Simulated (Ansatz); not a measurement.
# Molecular dynamics of CH$_{2}$AlFSe (part 1 of 2)

System: CH$_{2}$AlFSe.
Method: RKS revPBE-d3bjatm/def2-SVP (Ansatz 0.2.0).

The geometry comes from this level: PBE0-D4/def2-TZVP.

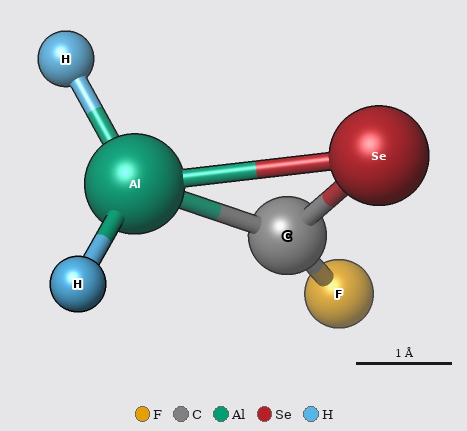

*The structure as given in the input (ball-and-stick view, seen at a tilt). Sticks mark near contacts.*

## Key numbers

- outcome: finished
- mean temperature over the second half: 654 K
- trajectory: 50 steps, 25 fs
- ensemble: nvt_nose_hoover
- temperature in the input: 1500 K
- time step: 0.5 fs
- potential energy (last step): −75710.9105 eV
- mean-field energy (last step): −75710.6160 eV
- dispersion energy (last step): −0.2945 eV
- SCF solution under orbital rotations (last step): stable
- largest force (length of the vector) (last step): 1.732 eV/Å
- dipole moment (last step): 1.43 D
- hardware: 2 threads of Arm Neoverse V2, 23 GiB of memory available, shared host
- wall time: 60 s (CPU time 1.9 min)
- peak memory: 0.36 GiB

## Notes

So short a trajectory is not equilibrated. The temperature stays far from the 1500 K of the thermostat over the second half: the run isn't equilibrated.

## Input
```yaml
crystal:
  periodic: [false, false, false]
  atoms:
    - {symbol: F, position_ang: [0.189361, -2.313209, 0.101720]}
    - {symbol: C, position_ang: [-0.117437, -1.056066, -0.053604]}
    - {symbol: Al, position_ang: [0.350038, 0.844700, 0.140389]}
    - {symbol: Se, position_ang: [-1.665154, -0.524914, -0.770936]}
    - {symbol: H, position_ang: [1.229692, 1.479203, -1.008451]}
    - {symbol: H, position_ang: [0.055599, 1.506285, 1.544684]}
basis:
  gaussian: {orbitals: def2-SVP}
hamiltonian: {xc: {name: revPBE}, dispersion: d3bjatm}
md: {timestep: 0.5 fs, n_steps: 50, ensemble: nvt_nose_hoover, temperature: 1500, initial_velocities: maxwell_boltzmann, seed: 916}
```

Launched with:
```bash
ansatz run in.yaml --threads 2 --pin off --events-out ev --progress --plain --max-ram 4352MiB
```

## What the program printed
```
Functional definition: revPBE
  name "revPBE"
  cite "Zhang & Yang, Phys. Rev. Lett. 80, 890 (1998) doi:10.1103/PhysRevLett.80.890"
  cite "Perdew, Burke & Ernzerhof, Phys. Rev. Lett. 77, 3865 (1996) doi:10.1103/PhysRevLett.77.3865"
  parameter kappa = 1.245
  parameter beta = 0.06672455060314922
  exchange = pbe_x(kappa = kappa, mu = beta*pi^2/3)
  correlation = pbe_c(beta = beta)
961 factors; their error is unknown
mean field evaluation 1: about -75706.8503 eV, gradient 4.0e1 eV
mean field evaluation 2: about -75692.1064 eV, gradient 7.7e1 eV
mean field evaluation 4: about -75710.9761 eV, gradient 5.4e0 eV
mean field evaluation 8: about -75711.0459 eV, gradient 1.0e-1 eV
mean field evaluation 16: about -75710.9161 eV, gradient 7.1e-5 eV
mean field -75710.91610471 eV, -2782.3248481461 hartree, gradient 9.1e-6 eV, S^2 0.000000; 0 other end points of the search recorded, 0 dependent functions left out
the calculation of the forces begins
reference -75710.91614655 eV, -2782.3248496836 hartree; 32, 32 occupied and 56, 56 virtual orbitals, 961 factors
md step     0: t =     0.00 fs  T =  1500.0 K  F+E_penalty+E_count = -75711.21132007 eV  E_kin = 0.775560 eV  conserved = -75710.43576008 eV  (27 SCF iters)
these checks for a lower state are left out or cut short: starts, cluster_reference, orbital_swaps, neighbouring_geometries, increment
961 factors; their error is unknown
mean field -75710.89390461 eV, -2782.3240323074 hartree, gradient 1.5e-5 eV, S^2 0.000000; 0 other end points of the search recorded, 0 dependent functions left out
the calculation of the forces begins
reference -75710.89394627 eV, -2782.3240338384 hartree; 32, 32 occupied and 56, 56 virtual orbitals, 961 factors
md step     1: t =     0.50 fs  T =  1460.2 K  F+E_penalty+E_count = -75711.19068017 eV  E_kin = 0.754956 eV  conserved = -75710.43572389 eV  (30 SCF iters, 3 dispersion substeps)
[... from here on the SCF iterations and repeated set-up lines of each step are left out, up to the last step ...]
md step     2: t =     1.00 fs  T =  1379.8 K  F+E_penalty+E_count = -75711.14886602 eV  E_kin = 0.713405 eV  conserved = -75710.43546234 eV  (30 SCF iters, 3 dispersion substeps)
md step     3: t =     1.50 fs  T =  1268.0 K  F+E_penalty+E_count = -75711.09057165 eV  E_kin = 0.655600 eV  conserved = -75710.43497648 eV  (30 SCF iters, 3 dispersion substeps)
md step     4: t =     2.00 fs  T =  1140.2 K  F+E_penalty+E_count = -75711.02385724 eV  E_kin = 0.589538 eV  conserved = -75710.43433294 eV  (30 SCF iters, 3 dispersion substeps)
md step     5: t =     2.50 fs  T =  1016.3 K  F+E_penalty+E_count = -75710.95907887 eV  E_kin = 0.525445 eV  conserved = -75710.43366155 eV  (30 SCF iters, 3 dispersion substeps)
md step     6: t =     3.00 fs  T =   916.3 K  F+E_penalty+E_count = -75710.90685145 eV  E_kin = 0.473769 eV  conserved = -75710.43313116 eV  (30 SCF iters, 3 dispersion substeps)
md step     7: t =     3.50 fs  T =   856.2 K  F+E_penalty+E_count = -75710.87548114 eV  E_kin = 0.442668 eV  conserved = -75710.43288983 eV  (30 SCF iters, 3 dispersion substeps)
md step     8: t =     4.00 fs  T =   843.0 K  F+E_penalty+E_count = -75710.86873769 eV  E_kin = 0.435846 eV  conserved = -75710.43300372 eV  (30 SCF iters, 3 dispersion substeps)
md step     9: t =     4.50 fs  T =   873.4 K  F+E_penalty+E_count = -75710.88486142 eV  E_kin = 0.451593 eV  conserved = -75710.43342736 eV  (30 SCF iters, 3 dispersion substeps)
md step    10: t =     5.00 fs  T =   935.0 K  F+E_penalty+E_count = -75710.91723526 eV  E_kin = 0.483427 eV  conserved = -75710.43402491 eV  (30 SCF iters, 3 dispersion substeps)
md step    11: t =     5.50 fs  T =  1009.7 K  F+E_penalty+E_count = -75710.95641763 eV  E_kin = 0.522078 eV  conserved = -75710.43462926 eV  (30 SCF iters, 3 dispersion substeps)
md step    12: t =     6.00 fs  T =  1079.1 K  F+E_penalty+E_count = -75710.99268073 eV  E_kin = 0.557955 eV  conserved = -75710.43510095 eV  (30 SCF iters, 3 dispersion substeps)
md step    13: t =     6.50 fs  T =  1128.1 K  F+E_penalty+E_count = -75711.01815404 eV  E_kin = 0.583261 eV  conserved = -75710.43536787 eV  (30 SCF iters, 3 dispersion substeps)
md step    14: t =     7.00 fs  T =  1147.3 K  F+E_penalty+E_count = -75711.02801713 eV  E_kin = 0.593180 eV  conserved = -75710.43542213 eV  (30 SCF iters, 3 dispersion substeps)
md step    15: t =     7.50 fs  T =  1133.6 K  F+E_penalty+E_count = -75711.02070959 eV  E_kin = 0.586109 eV  conserved = -75710.43530285 eV  (30 SCF iters, 3 dispersion substeps)
md step    16: t =     8.00 fs  T =  1089.2 K  F+E_penalty+E_count = -75710.99742329 eV  E_kin = 0.563179 eV  conserved = -75710.43506762 eV  (30 SCF iters, 3 dispersion substeps)
md step    17: t =     8.50 fs  T =  1020.1 K  F+E_penalty+E_count = -75710.96125932 eV  E_kin = 0.527430 eV  conserved = -75710.43477544 eV  (30 SCF iters, 3 dispersion substeps)
md step    18: t =     9.00 fs  T =   934.0 K  F+E_penalty+E_count = -75710.91634472 eV  E_kin = 0.482939 eV  conserved = -75710.43447292 eV  (28 SCF iters, 3 dispersion substeps)
md step    19: t =     9.50 fs  T =   839.6 K  F+E_penalty+E_count = -75710.86710194 eV  E_kin = 0.434096 eV  conserved = -75710.43419218 eV  (30 SCF iters, 3 dispersion substeps)
md step    20: t =    10.00 fs  T =   744.8 K  F+E_penalty+E_count = -75710.81772888 eV  E_kin = 0.385079 eV  conserved = -75710.43395170 eV  (30 SCF iters, 3 dispersion substeps)
md step    21: t =    10.50 fs  T =   656.7 K  F+E_penalty+E_count = -75710.77188035 eV  E_kin = 0.339534 eV  conserved = -75710.43376003 eV  (30 SCF iters, 3 dispersion substeps)
md step    22: t =    11.00 fs  T =   581.0 K  F+E_penalty+E_count = -75710.73250562 eV  E_kin = 0.300408 eV  conserved = -75710.43361803 eV  (30 SCF iters, 3 dispersion substeps)
md step    23: t =    11.50 fs  T =   522.0 K  F+E_penalty+E_count = -75710.70179964 eV  E_kin = 0.269900 eV  conserved = -75710.43352475 eV  (30 SCF iters, 3 dispersion substeps)
md step    24: t =    12.00 fs  T =   482.5 K  F+E_penalty+E_count = -75710.68121460 eV  E_kin = 0.249467 eV  conserved = -75710.43347613 eV  (30 SCF iters, 3 dispersion substeps)
md step    25: t =    12.50 fs  T =   463.9 K  F+E_penalty+E_count = -75710.67150838 eV  E_kin = 0.239874 eV  conserved = -75710.43346861 eV  (30 SCF iters, 3 dispersion substeps)
md step    26: t =    13.00 fs  T =   466.6 K  F+E_penalty+E_count = -75710.67279555 eV  E_kin = 0.241243 eV  conserved = -75710.43350013 eV  (30 SCF iters, 3 dispersion substeps)
md step    27: t =    13.50 fs  T =   489.5 K  F+E_penalty+E_count = -75710.68458494 eV  E_kin = 0.253087 eV  conserved = -75710.43356957 eV  (31 SCF iters, 3 dispersion substeps)
md step    28: t =    14.00 fs  T =   530.6 K  F+E_penalty+E_count = -75710.70579770 eV  E_kin = 0.274334 eV  conserved = -75710.43367670 eV  (31 SCF iters, 3 dispersion substeps)
md step    29: t =    14.50 fs  T =   586.7 K  F+E_penalty+E_count = -75710.73476733 eV  E_kin = 0.303322 eV  conserved = -75710.43382277 eV  (31 SCF iters, 3 dispersion substeps)
md step    30: t =    15.00 fs  T =   653.3 K  F+E_penalty+E_count = -75710.76922839 eV  E_kin = 0.337790 eV  conserved = -75710.43400814 eV  (31 SCF iters, 3 dispersion substeps)
md step    31: t =    15.50 fs  T =   725.1 K  F+E_penalty+E_count = -75710.80631732 eV  E_kin = 0.374881 eV  conserved = -75710.43423104 eV  (31 SCF iters, 3 dispersion substeps)
md step    32: t =    16.00 fs  T =   795.3 K  F+E_penalty+E_count = -75710.84261365 eV  E_kin = 0.411178 eV  conserved = -75710.43448725 eV  (30 SCF iters, 3 dispersion substeps)
md step    33: t =    16.50 fs  T =   856.5 K  F+E_penalty+E_count = -75710.87424985 eV  E_kin = 0.442829 eV  conserved = -75710.43476334 eV  (30 SCF iters, 3 dispersion substeps)
md step    34: t =    17.00 fs  T =   900.8 K  F+E_penalty+E_count = -75710.89714432 eV  E_kin = 0.465770 eV  conserved = -75710.43503558 eV  (30 SCF iters, 3 dispersion substeps)
md step    35: t =    17.50 fs  T =   920.9 K  F+E_penalty+E_count = -75710.90739406 eV  E_kin = 0.476127 eV  conserved = -75710.43526769 eV  (30 SCF iters, 3 dispersion substeps)
md step    36: t =    18.00 fs  T =   910.6 K  F+E_penalty+E_count = -75710.90185677 eV  E_kin = 0.470799 eV  conserved = -75710.43540990 eV  (30 SCF iters, 3 dispersion substeps)
md step    37: t =    18.50 fs  T =   866.9 K  F+E_penalty+E_count = -75710.87890965 eV  E_kin = 0.448206 eV  conserved = -75710.43540665 eV  (28 SCF iters, 3 dispersion substeps)
md step    38: t =    19.00 fs  T =   791.2 K  F+E_penalty+E_count = -75710.83927092 eV  E_kin = 0.409098 eV  conserved = -75710.43521131 eV  (31 SCF iters, 3 dispersion substeps)
md step    39: t =    19.50 fs  T =   690.8 K  F+E_penalty+E_count = -75710.78665198 eV  E_kin = 0.357193 eV  conserved = -75710.43480777 eV  (31 SCF iters, 3 dispersion substeps)
md step    40: t =    20.00 fs  T =   578.9 K  F+E_penalty+E_count = -75710.72791161 eV  E_kin = 0.299299 eV  conserved = -75710.43423547 eV  (31 SCF iters, 3 dispersion substeps)
md step    41: t =    20.50 fs  T =   473.1 K  F+E_penalty+E_count = -75710.67237465 eV  E_kin = 0.244634 eV  conserved = -75710.43359953 eV  (31 SCF iters, 3 dispersion substeps)
md step    42: t =    21.00 fs  T =   393.0 K  F+E_penalty+E_count = -75710.63017596 eV  E_kin = 0.203183 eV  conserved = -75710.43305401 eV  (31 SCF iters, 3 dispersion substeps)
md step    43: t =    21.50 fs  T =   354.7 K  F+E_penalty+E_count = -75710.60989344 eV  E_kin = 0.183381 eV  conserved = -75710.43275507 eV  (31 SCF iters, 3 dispersion substeps)
md step    44: t =    22.00 fs  T =   367.1 K  F+E_penalty+E_count = -75710.61618586 eV  E_kin = 0.189810 eV  conserved = -75710.43280104 eV  (32 SCF iters, 3 dispersion substeps)
md step    45: t =    22.50 fs  T =   429.0 K  F+E_penalty+E_count = -75710.64834079 eV  E_kin = 0.221792 eV  conserved = -75710.43318430 eV  (31 SCF iters, 3 dispersion substeps)
md step    46: t =    23.00 fs  T =   528.9 K  F+E_penalty+E_count = -75710.70037793 eV  E_kin = 0.273478 eV  conserved = -75710.43379638 eV  (31 SCF iters, 3 dispersion substeps)
md step    47: t =    23.50 fs  T =   648.7 K  F+E_penalty+E_count = -75710.76266708 eV  E_kin = 0.335421 eV  conserved = -75710.43447424 eV  (30 SCF iters, 3 dispersion substeps)
md step    48: t =    24.00 fs  T =   767.8 K  F+E_penalty+E_count = -75710.82438913 eV  E_kin = 0.396965 eV  conserved = -75710.43506283 eV  (30 SCF iters, 3 dispersion substeps)
md step    49: t =    24.50 fs  T =   867.6 K  F+E_penalty+E_count = -75710.87591918 eV  E_kin = 0.448581 eV  conserved = -75710.43546025 eV  (30 SCF iters, 3 dispersion substeps)
these checks for a lower state are left out or cut short: starts, cluster_reference, orbital_swaps, neighbouring_geometries, increment
961 factors; their error is unknown
mean field -75710.61596125 eV, -2782.3138180771 hartree, gradient 1.4e-5 eV, S^2 0.000000; 0 other end points of the search recorded, 0 dependent functions left out
the calculation of the forces begins
reference -75710.61600242 eV, -2782.3138195901 hartree; 32, 32 occupied and 56, 56 virtual orbitals, 961 factors
961 factors; their error is unknown
mean field evaluation 416: about -75710.7461 eV, gradient 1.7e-1 eV
mean field -75710.61596125 eV, -2782.3138180771 hartree, gradient 1.4e-5 eV, S^2 0.000000; 1 other end points of the search recorded, 0 dependent functions left out
the calculation of the forces begins
reference -75710.61600242 eV, -2782.3138195901 hartree; 32, 32 occupied and 56, 56 virtual orbitals, 961 factors
md step    50: t =    25.00 fs  T =   935.1 K  F+E_penalty+E_count = -75710.91044142 eV  E_kin = 0.483475 eV  conserved = -75710.43563221 eV  (28 SCF iters, 3 dispersion substeps)
```

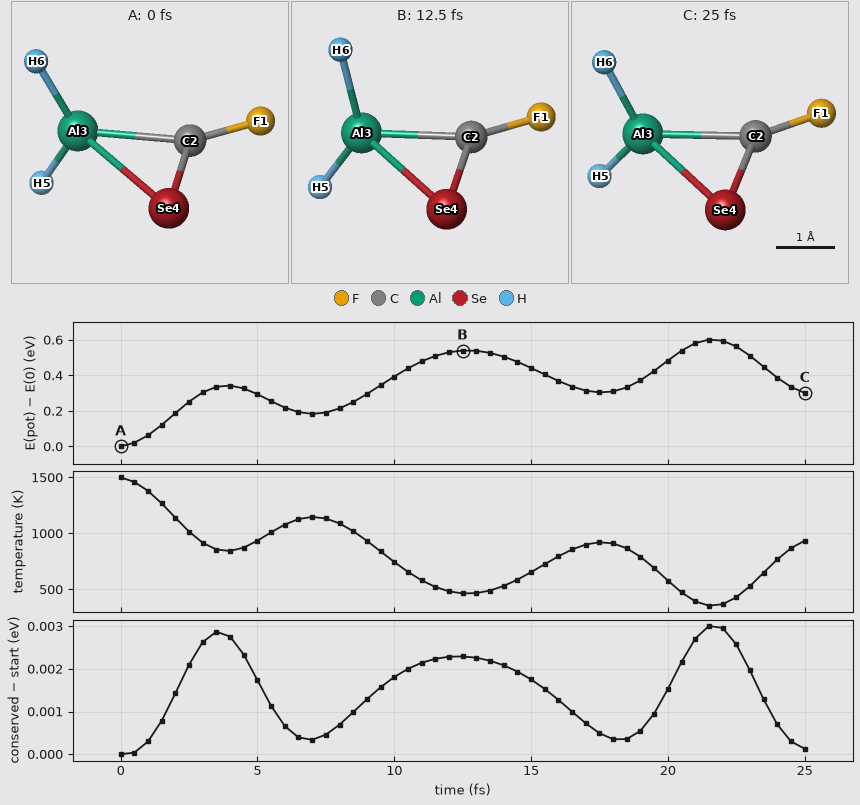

*Frames of the molecular dynamics (ball-and-stick, seen at a tilt) above the curves, on which the letters mark them.*

The trajectory kept here has 51 frames over 25 fs. The temperature starts at 1500 K, ranges from 355 to 1500 K and averages 654 K over the second half. The potential energy ends 0.301 eV above its first value. The conserved quantity stays within 0.003 eV. After an unweighted best fit of the last frame on the first, the root-mean-square displacement is 0.12 Å.

```
Total energy: -75710.91048259 eV, -2782.3246415369 hartree
Atom 0 at     0.386800    -2.359807     0.181022 Å, force    -0.863491    -0.584072    -0.273034 eV/Å
Atom 1 at    -0.099378    -1.164983     0.009664 Å, force    -0.270499     1.435353    -0.583274 eV/Å
Atom 2 at     0.298132     0.754359     0.099981 Å, force     0.206827     0.385375     0.573796 eV/Å
Atom 3 at    -1.697716    -0.464577    -0.787183 Å, force     0.789300    -1.485185     0.414690 eV/Å
Atom 4 at     1.261677     1.493337    -0.886114 Å, force     0.255887     0.072281    -0.471972 eV/Å
Atom 5 at     0.027646     1.359346     1.528271 Å, force    -0.118024     0.176248     0.339793 eV/Å
Dipole moment:    -0.117356    -0.250373    -0.110718 e Å
```

## Trajectory as extended XYZ (Å, eV, eV/Å), 51 frames, from step=0 to step=50
```
6
Properties=species:S:1:pos:R:3:forces:R:3 step=0 time_fs=0.0 energy=-75711.21132 temperature=1500.0
F     0.1894   -2.3132    0.1017    0.2712  -0.8534   0.1340
C    -0.1174   -1.0561   -0.0536    0.4240   0.2817   0.1917
Al    0.3500    0.8447    0.1404    0.1233   0.1346   0.0567
Se   -1.6652   -0.5249   -0.7709   -0.8916   0.2284  -0.4127
H     1.2297    1.4792   -1.0085    0.1209   0.1022  -0.1684
H     0.0556    1.5063    1.5447   -0.0478   0.1065   0.1987
6
Properties=species:S:1:pos:R:3:forces:R:3 step=1 time_fs=0.5 energy=-75711.19068 temperature=1460.2
F     0.1949   -2.3152    0.1036    0.1796  -0.6119   0.0988
C    -0.1194   -1.0536   -0.0510    0.4919  -0.0155   0.1896
Al    0.3489    0.8424    0.1384   -0.0238  -0.1165   0.1008
Se   -1.6655   -0.5234   -0.7712   -0.8980   0.1905  -0.4126
H     1.2152    1.4622   -0.9887    0.3550   0.2817  -0.4715
H     0.0510    1.4721    1.5303   -0.1048   0.2716   0.4949
6
Properties=species:S:1:pos:R:3:forces:R:3 step=2 time_fs=1.0 energy=-75711.14887 temperature=1379.8
F     0.2004   -2.3172    0.1054    0.0886  -0.3771   0.0654
C    -0.1213   -1.0510   -0.0483    0.5558  -0.3081   0.1834
Al    0.3477    0.8401    0.1364   -0.1824  -0.3687   0.1549
Se   -1.6659   -0.5218   -0.7714   -0.9011   0.1527  -0.4111
H     1.2015    1.4460   -0.9700    0.6044   0.4701  -0.7910
H     0.0461    1.4386    1.5171   -0.1651   0.4312   0.7984
6
Properties=species:S:1:pos:R:3:forces:R:3 step=3 time_fs=1.5 energy=-75711.09057 temperature=1268.0
F     0.2060   -2.3193    0.1073   -0.0009  -0.1522   0.0341
C    -0.1231   -1.0486   -0.0455    0.6146  -0.5920   0.1728
Al    0.3465    0.8377    0.1344   -0.3436  -0.6049   0.2190
Se   -1.6664   -0.5203   -0.7717   -0.9007   0.1148  -0.4079
H     1.1892    1.4308   -0.9532    0.8554   0.6574  -1.1092
H     0.0408    1.4061    1.5059   -0.2248   0.5770   1.0913
6
Properties=species:S:1:pos:R:3:forces:R:3 step=4 time_fs=2.0 energy=-75711.02386 temperature=1140.2
F     0.2115   -2.3214    0.1092   -0.0878   0.0604   0.0051
C    -0.1248   -1.0463   -0.0428    0.6675  -0.8635   0.1577
Al    0.3453    0.8353    0.1324   -0.4945  -0.8053   0.2903
Se   -1.6668   -0.5188   -0.7719   -0.8963   0.0769  -0.4029
H     1.1791    1.4172   -0.9391    1.0898   0.8308  -1.4021
H     0.0350    1.3750    1.4972   -0.2788   0.7007   1.3518
6
Properties=species:S:1:pos:R:3:forces:R:3 step=5 time_fs=2.5 energy=-75710.95908 temperature=1016.3
F     0.2171   -2.3235    0.1111   -0.1714   0.2589  -0.0213
C    -0.1263   -1.0441   -0.0400    0.7140  -1.1195   0.1381
Al    0.3440    0.8328    0.1305   -0.6200  -0.9496   0.3641
Se   -1.6673   -0.5172   -0.7722   -0.8876   0.0391  -0.3958
H     1.1715    1.4056   -0.9283    1.2865   0.9757  -1.6427
H     0.0285    1.3456    1.4918   -0.3214   0.7954   1.5576
6
Properties=species:S:1:pos:R:3:forces:R:3 step=6 time_fs=3.0 energy=-75710.90685 temperature=916.3
F     0.2226   -2.3256    0.1129   -0.2514   0.4420  -0.0452
C    -0.1277   -1.0422   -0.0372    0.7534  -1.3575   0.1143
Al    0.3427    0.8303    0.1286   -0.7049  -1.0205   0.4338
Se   -1.6678   -0.5157   -0.7725   -0.8744   0.0012  -0.3866
H     1.1670    1.3963   -0.9215    1.4244   1.0782  -1.8049
H     0.0213    1.3181    1.4901   -0.3472   0.8565   1.6886
6
Properties=species:S:1:pos:R:3:forces:R:3 step=7 time_fs=3.5 energy=-75710.87548 temperature=856.2
F     0.2281   -2.3276    0.1148   -0.3271   0.6089  -0.0665
C    -0.1289   -1.0405   -0.0343    0.7858  -1.5752   0.0865
Al    0.3413    0.8276    0.1267   -0.7373  -1.0077   0.4929
Se   -1.6684   -0.5141   -0.7728   -0.8565  -0.0366  -0.3752
H     1.1659    1.3896   -0.9190    1.4871   1.1276  -1.8687
H     0.0132    1.2926    1.4924   -0.3520   0.8830   1.7310
6
Properties=species:S:1:pos:R:3:forces:R:3 step=8 time_fs=4.0 energy=-75710.86874 temperature=843.0
F     0.2335   -2.3295    0.1167   -0.3983   0.7590  -0.0852
C    -0.1300   -1.0392   -0.0314    0.8109  -1.7709   0.0553
Al    0.3399    0.8248    0.1249   -0.7114  -0.9104   0.5369
Se   -1.6690   -0.5126   -0.7731   -0.8338  -0.0746  -0.3615
H     1.1683    1.3856   -0.9209    1.4664   1.1195  -1.8255
H     0.0042    1.2692    1.4989   -0.3338   0.8773   1.6802
6
Properties=species:S:1:pos:R:3:forces:R:3 step=9 time_fs=4.5 energy=-75710.88486 temperature=873.4
F     0.2389   -2.3313    0.1185   -0.4649   0.8922  -0.1016
C    -0.1309   -1.0382   -0.0286    0.8290  -1.9431   0.0211
Al    0.3384    0.8220    0.1231   -0.6295  -0.7375   0.5647
Se   -1.6696   -0.5110   -0.7735   -0.8063  -0.1126  -0.3457
H     1.1743    1.3843   -0.9272    1.3647   1.0560  -1.6801
H    -0.0055    1.2479    1.5094   -0.2930   0.8450   1.5416
6
Properties=species:S:1:pos:R:3:forces:R:3 step=10 time_fs=5.0 energy=-75710.91724 temperature=935.0
F     0.2442   -2.3331    0.1203   -0.5267   1.0082  -0.1158
C    -0.1316   -1.0376   -0.0257    0.8402  -2.0907  -0.0155
Al    0.3368    0.8191    0.1214   -0.5008  -0.5063   0.5788
Se   -1.6702   -0.5095   -0.7738   -0.7740  -0.1508  -0.3276
H     1.1836    1.3856   -0.9376    1.1941   0.9460  -1.4495
H    -0.0159    1.2287    1.5236   -0.2327   0.7935   1.3295
```
